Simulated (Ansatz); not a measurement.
# Si2N2H8 (SMILES N[SiH2][SiH2]N) at HF/STO-3G

Aim: the electronic atomisation energy of Si2N2H8 at HF/STO-3G, from 4 runs. 

The results are computed with Ansatz 0.2.0.

41 further runs of the same task are left out: 41 set aside as unsound or not needed. Runs told in other sessions of the task aren't counted.

**1. The structure to begin with**

Si2N2H8: 12 atoms, total charge 0, spin state singlet. SMILES: `N[SiH2][SiH2]N`. Geometry: relaxed at PBE0-D4/def2-TZVP. This is one conformer, not always the lowest.

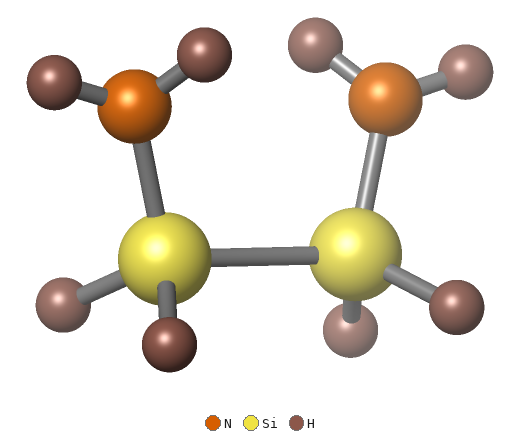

Viewed from a chosen angle; nitrogen orange, silicon yellow, hydrogen brown.

**2. The energy at HF/STO-3G**

Input file input.yaml:

```yaml
crystal:
  periodic: [false, false, false]
  atoms:
    - symbol: N
      position_ang: [-1.097900, 1.361200, -0.600700]
    - symbol: Si
      position_ang: [0.237500, 1.274800, 0.494900]
    - symbol: Si
      position_ang: [0.906400, -0.977600, 0.422600]
    - symbol: N
      position_ang: [-0.305600, -1.754400, -0.535700]
    - symbol: H
      position_ang: [-1.011200, 0.880200, -1.483000]
    - symbol: H
      position_ang: [-1.608700, 2.223300, -0.711100]
    - symbol: H
      position_ang: [1.390800, 2.179400, 0.189700]
    - symbol: H
      position_ang: [-0.252100, 1.681300, 1.841800]
    - symbol: H
      position_ang: [1.090200, -1.519500, 1.806200]
    - symbol: H
      position_ang: [2.216100, -1.161900, -0.262900]
    - symbol: H
      position_ang: [-1.268400, -1.510600, -0.360100]
    - symbol: H
      position_ang: [-0.219800, -2.731700, -0.767700]
basis:
  gaussian: {orbitals: STO-3G}
hamiltonian: {xc: hf}
accuracy: high
output: {orbitals: {seedname: orbitals}}
```

The run is started by

```bash
$ ansatz run input.yaml --threads 1 --pin off --max-ram 2610MiB --events-out events.jsonl --progress --plain --runs-dir runs
```

Output:

```text
Warning: RAYON_NUM_THREADS=1 ignored (pool sized by the plan → 1); use --threads N
Functional definition: HF
  name "HF"
  exchange = exact_x
  correlation = 0
745 factors; integrals over basis functions are off by at most 3.4e-9 eV
mean field evaluation 1: about -18593.6965 eV, gradient 2.1e1 eV
mean field evaluation 2: about -18593.7857 eV, gradient 2.1e1 eV
mean field evaluation 4: about -18595.2300 eV, gradient 1.1e0 eV
mean field evaluation 8: about -18595.2364 eV, gradient 2.4e-6 eV
mean field -18595.23640053 eV, -683.3623334157 hartree, gradient 1.2e-8 eV, S^2 0.000000; 0 other end points of the search recorded, 0 dependent functions left out
reference -18595.23640053 eV, -683.3623334157 hartree; 25, 25 occupied and 11, 11 virtual orbitals, 745 factors
Total energy: -18595.23640053 eV, -683.3623334157 hartree
```

It took 0.62 s on 1 thread of Intel Xeon 6975P-C (Granite Rapids), shared host.

**3. The H atom**

Input file run.yaml:

```yaml
crystal:
  periodic: [false, false, false]
  atoms:
    - {symbol: H, position_ang: [0.000000, 0.000000, 0.000000]}
basis:
  gaussian:
    orbitals: STO-3G
magnetization:
  spin_polarized: true
  initial_magnetization: 1
hamiltonian:
  xc: hf
accuracy: high
```

Run the same way, it converges to -0.46658 Eh (log not shown).

**4. The N atom**

Input file input.yaml:

```yaml
crystal:
  periodic: [false, false, false]
  atoms:
    - symbol: N
      position_ang: [0.000000, 0.000000, 0.000000]
basis:
  gaussian: {orbitals: STO-3G}
magnetization: {spin_polarized: true, initial_magnetization: 3}
hamiltonian: {xc: hf}
accuracy: high
```

Run the same way, it converges to -53.71901 Eh (log not shown).

**5. The Si atom, same level**

Input file input.yaml:

```yaml
crystal:
  periodic: [false, false, false]
  atoms:
    - {symbol: Si, position_ang: [0.000000, 0.000000, 0.000000]}
basis:
  gaussian:
    orbitals: STO-3G
magnetization:
  spin_polarized: true
  initial_magnetization: 2
hamiltonian:
  xc: hf
accuracy: high
```

Run the same way, it converges to -285.46622 Eh (log not shown).

**6. Summary of results**

Level: HF/STO-3G.

```
                     quantity          value
       molecule: total energy  -683.36233 Eh
        molecule: HOMO energy       -7.66 eV
        molecule: LUMO energy       11.03 eV
      molecule: HOMO–LUMO gap       18.69 eV
         H atom: total energy    -0.46658 Eh
                 H atom: ⟨S²⟩          0.750
         N atom: total energy   -53.71901 Eh
                 N atom: ⟨S²⟩          3.750
        Si atom: total energy  -285.46622 Eh
                Si atom: ⟨S²⟩          2.000
electronic atomisation energy      34.265 eV
```

In words: Taking the molecule apart into free atoms costs 34.27 eV (790 kcal/mol), before zero-point energy and without spin-orbit coupling. Hartree–Fock lacks the correlation of the bonding pairs, which as a rule makes this value much too low; in minimal bases other errors can mask that. In a minimal basis such a difference can be off by several eV, whatever the method.
